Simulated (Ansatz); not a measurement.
# BClH2O2: molecular dynamics

The plan is to follow the molecule's vibrations and see whether its bonds hold. The start is relaxed first. Runs: 500 steps of 0.5 fs under a Nosé-Hoover thermostat at 500 K. SMILES of the start: OB(O)Cl.

Method: RKS PBE0/def2-SVP, in Ansatz 0.2.0.

## Step 1: Starting point

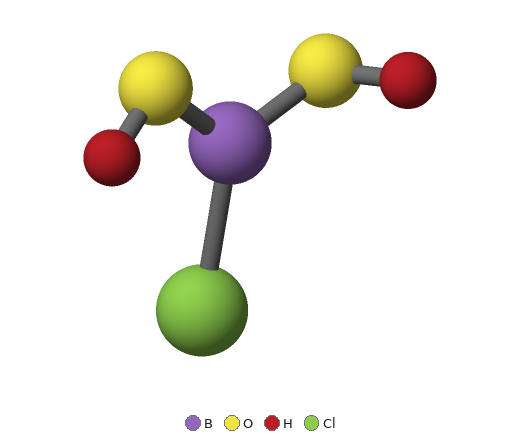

The starting structure, seen from a chosen angle (boron purple, oxygen yellow, hydrogen red, chlorine green).

As a file:

```xyz
6

B     0.0000    0.0000    0.0000
O     0.0000    0.0000    1.4100
H    -0.9095   -0.2814    1.7471
O     1.2211    0.0000   -0.7050
H     1.5209   -0.9519   -0.8599
Cl   -1.6108    0.0000   -0.9300
```

## Step 2: Preparing the start

Contents of input.yaml:

```yaml
crystal:
  periodic: [false, false, false]
  atoms:
    - { symbol: B, position_ang: [0.0, 0.0, 0.0] }
    - { symbol: O, position_ang: [0.0, 0.0, 1.41] }
    - { symbol: H, position_ang: [-0.9095, -0.2814, 1.7471] }
    - { symbol: O, position_ang: [1.2211, 0.0, -0.705] }
    - { symbol: H, position_ang: [1.5209, -0.9519, -0.8599] }
    - { symbol: Cl, position_ang: [-1.6108, 0.0, -0.93] }
basis:
  gaussian: { orbitals: def2-SVP }
hamiltonian:
  xc: pbe0
relax:
  f_tol: 0.02
  max_steps: 40
```

Launch:

```bash
> ansatz run input.yaml --threads 2 --pin off --max-ram 3072MiB --backend cpu --events-out ev --progress --plain --runs-dir out
```

The program printed (excerpt; [...] marks lines left out):

```text
Warning: RAYON_NUM_THREADS=2 ignored (pool sized by the plan → 2); use --threads N
[...]
Functional definition: PBE0
[...]
726 factors; integrals over basis functions are off by at most 4.8e-4 eV
[...]
mean field -17312.15711577 eV, -636.2100394029 hartree, gradient 2.9e-5 eV, S^2 0.000000; 0 other end points of the search recorded, 0 dependent functions left out
[...]
reference -17312.15713471 eV, -636.2100400989 hartree; 20, 20 occupied and 50, 50 virtual orbitals, 726 factors
relax step   1: F+E_penalty+E_count = -17312.15711577 eV  Δ(F+E_penalty+E_count) = +0.000e0 eV  max|allowed force component| = 2.027e0 eV/Å  Δτ_max = 0.0000 Å  (25 SCF iters, accepted)
[...]
relax step   3: F+E_penalty+E_count = -17312.48009690 eV  Δ(F+E_penalty+E_count) = -1.144e-1 eV  max|allowed force component| = 1.681e0 eV/Å  Δτ_max = 0.0336 Å  (30 SCF iters, accepted)
[...]
relax step   5: F+E_penalty+E_count = -17312.70369328 eV  Δ(F+E_penalty+E_count) = -1.207e-1 eV  max|allowed force component| = 6.803e-1 eV/Å  Δτ_max = 0.1382 Å  (28 SCF iters, accepted)
[...]
relax step   7: F+E_penalty+E_count = -17312.88842437 eV  Δ(F+E_penalty+E_count) = -2.289e-2 eV  max|allowed force component| = 6.815e-1 eV/Å  Δτ_max = 0.1421 Å  (28 SCF iters, accepted)
[...]
relax step   8: F+E_penalty+E_count = -17312.90035586 eV  Δ(F+E_penalty+E_count) = -1.193e-2 eV  max|allowed force component| = 8.217e-2 eV/Å  Δτ_max = 0.0344 Å  (30 SCF iters, accepted)
[...]
relax step   9: F+E_penalty+E_count = -17312.90074495 eV  Δ(F+E_penalty+E_count) = -3.891e-4 eV  max|allowed force component| = 1.699e-2 eV/Å  Δτ_max = 0.0089 Å  (23 SCF iters, accepted)
726 factors; integrals over basis functions are off by at most 4.0e-4 eV
mean field -17312.90074495 eV, -636.2373672712 hartree, gradient 1.9e-5 eV, S^2 0.000000; 1 other end points of the search recorded, 0 dependent functions left out
[...]
reference -17312.90076375 eV, -636.2373679623 hartree; 20, 20 occupied and 50, 50 virtual orbitals, 726 factors
Total energy: -17312.90076375 eV, -636.2373679623 hartree
Atom 0 at    -0.092074    -0.162982    -0.102574 Å, force    -0.007696     0.000420     0.016987 eV/Å
Atom 1 at     0.039713    -0.281589     1.240494 Å, force     0.011282    -0.001759    -0.004194 eV/Å
Atom 2 at    -0.782300    -0.132252     1.717243 Å, force    -0.002873     0.000384    -0.001886 eV/Å
Atom 3 at     0.958063    -0.338971    -0.926061 Å, force     0.007704    -0.000985    -0.016515 eV/Å
Atom 4 at     1.762246    -0.548584    -0.438015 Å, force     0.004940    -0.001567     0.010810 eV/Å
Atom 5 at    -1.663948     0.231076    -0.828887 Å, force    -0.013357     0.003507    -0.005201 eV/Å
Dipole moment:     0.149227    -0.060090     0.409879 e Å
```

Wall time 11 s (2 threads of Arm Neoverse V2, shared host); peak memory 0.13 GiB.

Step by step:

```csv
step,energy from step 1 (eV),largest force component (eV/Å)
1,0.0000,2.0268
2,-0.2086,2.8359
3,-0.3230,1.6809
4,-0.4258,0.8699
5,-0.5466,0.6803
6,-0.7084,0.4975
7,-0.7313,0.6815
8,-0.7432,0.0822
9,-0.7436,0.0170
```

Step 1 is the start.

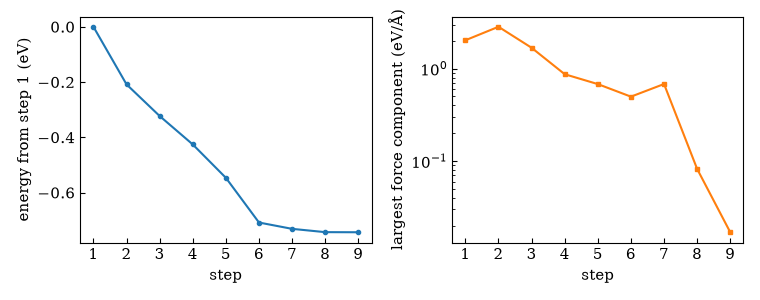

Energy and largest force along the relaxation.

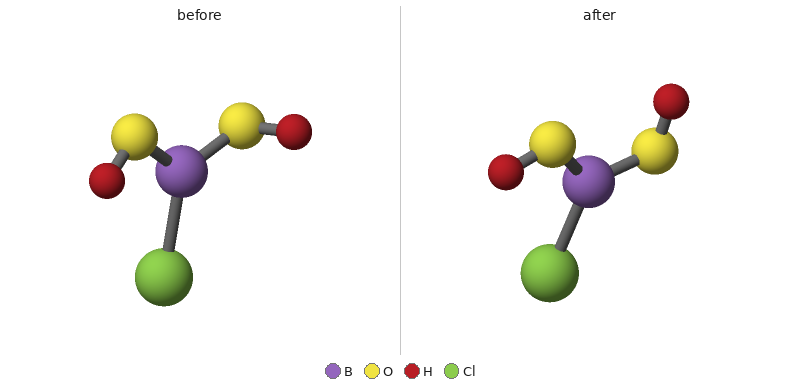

The structure before (left) and after (right), drawn at the same scale.

After: Bond lengths: B1–O2 1.355 Å, O2–H3 0.962 Å, B1–O4 1.346 Å, O4–H5 0.964 Å, B1–Cl6 1.776 Å. Angles: B1–O2–H3 113.2°, O2–B1–O4 121.3°, O2–B1–Cl6 120.7°, O4–B1–Cl6 118.0°, B1–O4–H5 111.7°.

## Step 3: The run

500 steps of 0.5 fs under a Nosé-Hoover thermostat at 500 K, from the relaxed start.

Contents of input.yaml:

```yaml
crystal:
  periodic: [false, false, false]
  atoms:
    - { symbol: B, position_ang: [-0.092074, -0.162982, -0.102574] }
    - { symbol: O, position_ang: [0.039713, -0.281589, 1.240494] }
    - { symbol: H, position_ang: [-0.7823, -0.132252, 1.717243] }
    - { symbol: O, position_ang: [0.958063, -0.338971, -0.926061] }
    - { symbol: H, position_ang: [1.762246, -0.548584, -0.438015] }
    - { symbol: Cl, position_ang: [-1.663948, 0.231076, -0.828887] }
basis:
  gaussian: { orbitals: def2-SVP }
hamiltonian:
  xc: pbe0
md:
  timestep: 0.5
  n_steps: 500
  ensemble: nvt_nose_hoover
  temperature: 500.0
  initial_velocities: maxwell_boltzmann
  seed: 875156
```

Launch:

```bash
> ansatz run input.yaml --threads 2 --pin off --max-ram 3072MiB --backend cpu --events-out ev --progress --plain --runs-dir out
```

The program printed (excerpt; [...] marks lines left out):

```text
Warning: RAYON_NUM_THREADS=2 ignored (pool sized by the plan → 2); use --threads N
[...]
[... 1 set-up line as earlier in the session ...]
[...]
727 factors; integrals over basis functions are off by at most 3.7e-4 eV
[...]
mean field -17312.90075027 eV, -636.2373674669 hartree, gradient 6.1e-5 eV, S^2 0.000000; 0 other end points of the search recorded, 0 dependent functions left out
[...]
reference -17312.90076907 eV, -636.2373681578 hartree; 20, 20 occupied and 50, 50 virtual orbitals, 727 factors
md step     0: t =     0.00 fs  T =   500.0 K  F+E_penalty+E_count = -17312.90075027 eV  E_kin = 0.258520 eV  conserved = -17312.64223027 eV  (24 SCF iters)
[...]
md step    20: t =    10.00 fs  T =   108.4 K  F+E_penalty+E_count = -17312.69690676 eV  E_kin = 0.056058 eV  conserved = -17312.64112935 eV  (31 SCF iters)
[...]
md step    40: t =    20.00 fs  T =   303.6 K  F+E_penalty+E_count = -17312.79614626 eV  E_kin = 0.156961 eV  conserved = -17312.64142446 eV  (31 SCF iters)
[...]
md step    60: t =    30.00 fs  T =   286.8 K  F+E_penalty+E_count = -17312.78528340 eV  E_kin = 0.148298 eV  conserved = -17312.64197575 eV  (31 SCF iters)
[...]
md step    79: t =    39.50 fs  T =   210.1 K  F+E_penalty+E_count = -17312.73902482 eV  E_kin = 0.108610 eV  conserved = -17312.64131100 eV  (31 SCF iters)
md step    80: t =    40.00 fs  T =   173.4 K  F+E_penalty+E_count = -17312.71948776 eV  E_kin = 0.089668 eV  conserved = -17312.64091899 eV  (31 SCF iters)
```

## Step 4: The log goes on: dynamics from the start

Output, continued (excerpt; [...] marks lines left out):

```text
md step    81: t =    40.50 fs  T =   153.3 K  F+E_penalty+E_count = -17312.70879935 eV  E_kin = 0.079240 eV  conserved = -17312.64083428 eV  (31 SCF iters)
[...]
md step   106: t =    53.00 fs  T =   384.5 K  F+E_penalty+E_count = -17312.81919731 eV  E_kin = 0.198794 eV  conserved = -17312.64112688 eV  (31 SCF iters)
[...]
md step   131: t =    65.50 fs  T =   298.8 K  F+E_penalty+E_count = -17312.76589513 eV  E_kin = 0.154468 eV  conserved = -17312.64093225 eV  (31 SCF iters)
[...]
md step   156: t =    78.00 fs  T =   185.5 K  F+E_penalty+E_count = -17312.69344497 eV  E_kin = 0.095905 eV  conserved = -17312.64089241 eV  (25 SCF iters)
[...]
md step   181: t =    90.50 fs  T =   301.4 K  F+E_penalty+E_count = -17312.73252087 eV  E_kin = 0.155830 eV  conserved = -17312.64114759 eV  (31 SCF iters)
md step   182: t =    91.00 fs  T =   260.2 K  F+E_penalty+E_count = -17312.71010554 eV  E_kin = 0.134550 eV  conserved = -17312.64072507 eV  (31 SCF iters)
md step   183: t =    91.50 fs  T =   236.4 K  F+E_penalty+E_count = -17312.69713951 eV  E_kin = 0.122235 eV  conserved = -17312.64070722 eV  (31 SCF iters)
```

## Step 5: The log goes on: dynamics from the start

The log, continued (excerpt; [...] marks lines left out):

```text
md step   184: t =    92.00 fs  T =   230.5 K  F+E_penalty+E_count = -17312.69389146 eV  E_kin = 0.119203 eV  conserved = -17312.64109032 eV  (31 SCF iters)
[...]
md step   205: t =   102.50 fs  T =   558.1 K  F+E_penalty+E_count = -17312.84402546 eV  E_kin = 0.288536 eV  conserved = -17312.64165333 eV  (30 SCF iters)
[...]
md step   226: t =   113.00 fs  T =   169.7 K  F+E_penalty+E_count = -17312.62655850 eV  E_kin = 0.087737 eV  conserved = -17312.64070533 eV  (31 SCF iters)
[...]
md step   247: t =   123.50 fs  T =   443.3 K  F+E_penalty+E_count = -17312.74555580 eV  E_kin = 0.229223 eV  conserved = -17312.64186705 eV  (31 SCF iters)
[...]
md step   499: t =   249.50 fs  T =   469.8 K  F+E_penalty+E_count = -17312.59982903 eV  E_kin = 0.242888 eV  conserved = -17312.64010989 eV  (31 SCF iters)
[...]
md step   500: t =   250.00 fs  T =   506.5 K  F+E_penalty+E_count = -17312.61918048 eV  E_kin = 0.261862 eV  conserved = -17312.64073174 eV  (26 SCF iters)
Total energy: -17312.61919979 eV, -636.2270206774 hartree
Atom 0 at    -0.064320    -0.165353    -0.122585 Å, force    -2.505458     0.496850     1.224438 eV/Å
Atom 1 at     0.034816    -0.277624     1.194829 Å, force    -0.762083     0.448673     2.520698 eV/Å
Atom 2 at    -0.730828     0.059933     1.720536 Å, force     0.918068    -0.629311    -0.864518 eV/Å
Atom 3 at     0.949413    -0.329909    -0.881644 Å, force     1.939494    -0.326419    -3.328213 eV/Å
Atom 4 at     1.796075    -0.677061    -0.635082 Å, force     0.328801    -0.080826     0.651416 eV/Å
Atom 5 at    -1.668723     0.224108    -0.816712 Å, force     0.081178     0.091033    -0.203822 eV/Å
Dipole moment:     0.288702    -0.068747     0.331448 e Å
```

It took 8.3 min on 2 threads of Arm Neoverse V2, shared host; peak memory 0.12 GiB.

## Step 6: Frames and traces

The trajectory, every 36 steps (energies from step 0):

```csv
time (fs),T (K),potential energy change (meV/atom),conserved energy change (meV/atom)
0.0,500,0.0,0.00
18.0,317,16.2,0.11
36.0,331,16.2,0.19
54.0,369,15.0,0.13
72.0,284,25.1,0.07
90.0,348,23.8,0.09
108.0,159,45.9,0.33
126.0,261,42.5,0.22
144.0,335,42.3,0.05
162.0,231,57.2,0.25
180.0,302,55.4,0.38
198.0,318,57.3,0.39
216.0,309,60.4,0.22
234.0,441,50.8,0.08
250.0,506,46.9,0.25
```

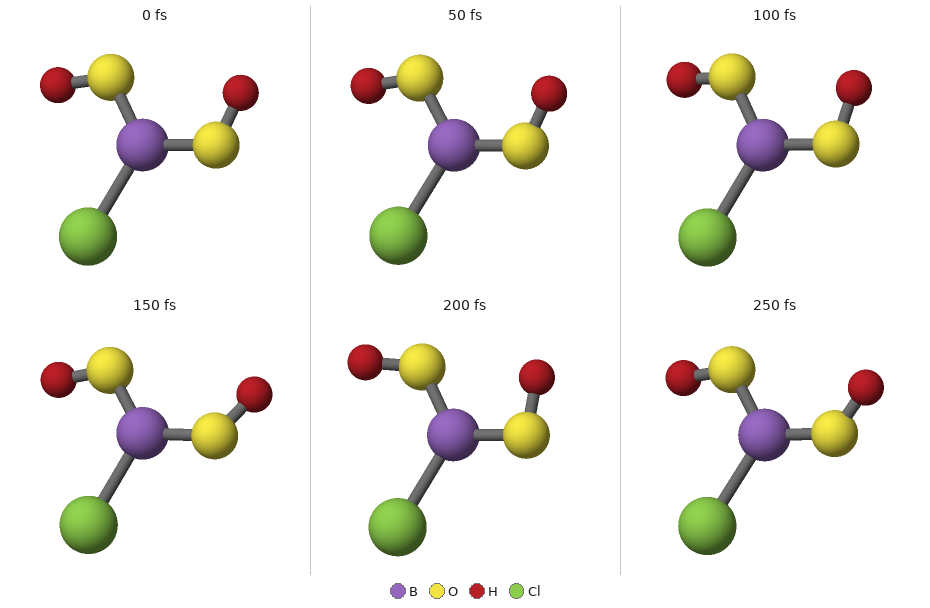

Six frames of the run, seen from a chosen angle. Sticks join atoms within a bonding distance in each frame.

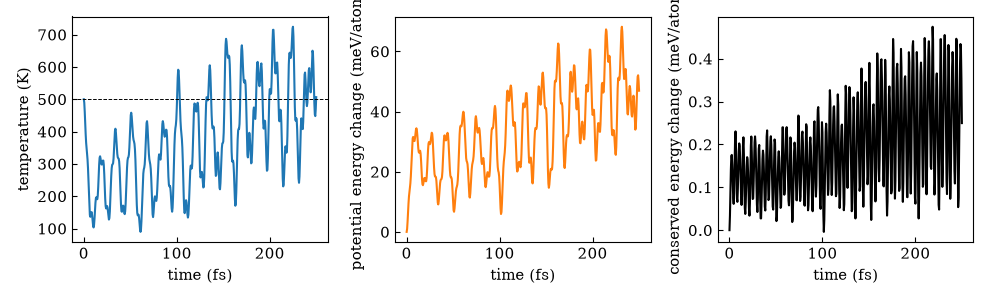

Time series of the run, each on its own scale. The dashed line is the set temperature.

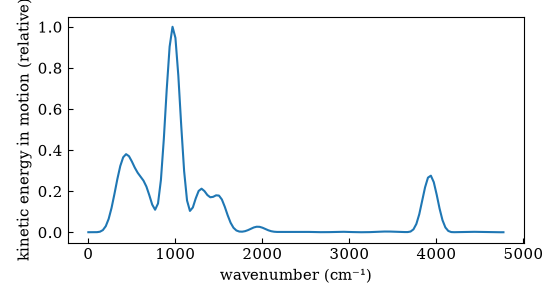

Power spectrum of the mass-weighted velocities; a run of 250 fs resolves no finer than about 270 cm⁻¹.

Maxima of the velocity power spectrum (cm⁻¹, relative height; resolution about 270 cm⁻¹): 430 (38), 970 (100), 3940 (28).

## Step 7: Snapshots as a file

Extended XYZ, with forces in eV/Å:

```xyz
6
time_fs=31.0 T=299 dE=0.1103
B    -0.124   -0.153   -0.111    0.664   -0.307    1.429
O     0.082   -0.294    1.271    0.673    0.029   -2.434
H    -0.679   -0.142    1.798   -1.172    0.229    0.711
O     0.941   -0.339   -0.922    0.365   -0.069    0.892
H     1.684   -0.517   -0.309   -0.217    0.047   -0.688
Cl   -1.667    0.233   -0.848   -0.314    0.071    0.090
6
time_fs=62.5 T=161 dE=0.2029
B    -0.080   -0.164   -0.099    1.032   -0.150   -0.697
O    -0.007   -0.270    1.279   -0.885    0.138   -0.981
H    -0.918   -0.142    1.652    1.314   -0.162   -0.433
O     1.003   -0.342   -0.997   -1.798    0.179    2.514
H     1.746   -0.591   -0.426    0.194    0.021   -0.329
Cl   -1.663    0.229   -0.814    0.143   -0.026   -0.074
6
time_fs=94.0 T=186 dE=0.2322
B    -0.097   -0.163   -0.138   -1.081    0.080    1.050
O     0.045   -0.286    1.236   -0.357    0.265   -0.422
H    -0.719   -0.069    1.811    0.623   -0.211   -0.889
O     0.975   -0.349   -0.929   -0.281    0.112    0.843
H     1.588   -0.438   -0.190    1.304   -0.295   -0.396
Cl   -1.670    0.233   -0.824   -0.208    0.049   -0.186
6
time_fs=125.0 T=279 dE=0.2451
B    -0.079   -0.167   -0.050   -0.769    0.497   -1.711
O     0.064   -0.280    1.292    2.141   -0.248   -1.765
H    -0.711   -0.248    1.795   -1.976    0.163    1.121
O     0.941   -0.323   -0.968   -0.136   -0.600    2.614
H     1.622   -0.709   -0.370    0.152    0.347   -0.998
Cl   -1.669    0.232   -0.853    0.589   -0.159    0.739
6
time_fs=156.0 T=635 dE=0.1240
B    -0.072   -0.169   -0.121   -0.137   -0.211    0.630
O    -0.004   -0.280    1.257   -0.810    0.565   -0.564
H    -0.865   -0.009    1.675    1.347   -0.481   -0.696
O     0.978   -0.358   -0.971   -0.459    0.382    1.072
H     1.785   -0.303   -0.443    0.158   -0.260   -0.182
Cl   -1.658    0.230   -0.809   -0.099    0.005   -0.260
6
time_fs=187.5 T=595 dE=0.1888
B    -0.122   -0.143   -0.162    1.628   -0.510    2.289
O     0.073   -0.271    1.212   -1.994    0.118   -0.134
H    -0.783   -0.224    1.712    1.251   -0.010   -0.661
O     0.997   -0.341   -0.878   -0.614    0.144   -1.475
H     1.699   -0.805   -0.427    0.134    0.073    0.439
Cl   -1.685    0.231   -0.820   -0.404    0.185   -0.459
6
time_fs=219.0 T=386 dE=0.3257
B    -0.105   -0.176   -0.046    1.712   -0.025   -1.490
O     0.051   -0.279    1.285    1.538   -0.288   -1.001
H    -0.772   -0.133    1.679   -2.011    0.353    1.426
O     0.914   -0.343   -0.943   -0.236    0.172   -0.143
H     1.882   -0.332   -0.870   -0.883   -0.096    0.773
Cl   -1.649    0.229   -0.845   -0.120   -0.116    0.435
6
time_fs=250.0 T=506 dE=0.2816
B    -0.064   -0.165   -0.123   -2.506    0.497    1.224
O     0.035   -0.278    1.195   -0.762    0.449    2.521
H    -0.731    0.060    1.720    0.918   -0.629   -0.865
O     0.949   -0.330   -0.882    1.940   -0.326   -3.328
H     1.796   -0.677   -0.635    0.329   -0.081    0.651
Cl   -1.669    0.224   -0.817    0.081    0.091   -0.204
```

## Step 8: What came out

| quantity | value |
| --- | --- |
| relaxation of the start | 8 moves, 0.744 eV lower |
| length | 500 steps of 0.5 fs |
| temperature, first and last step | 500 and 506 K |
| temperature, second half | mean 457 K, from 171 to 724 K |
| potential energy, second half | +42 meV/atom from the start |
| largest change of the conserved energy | 0.47 meV/atom |
| bonds formed or broken | 0 |

In words: Against a set 500 K the second half averages 457 K with a spread of 134 K. The conserved energy strays from its start by at most 0.47 meV/atom, 1.5 % of the mean kinetic energy, which is good for a step of 0.5 fs. The bonds all hold. A run of 250 fs with 6 atoms shows the motion but fixes no equilibrium value. The nuclei move classically, without zero-point motion, which matters most for hydrogen.
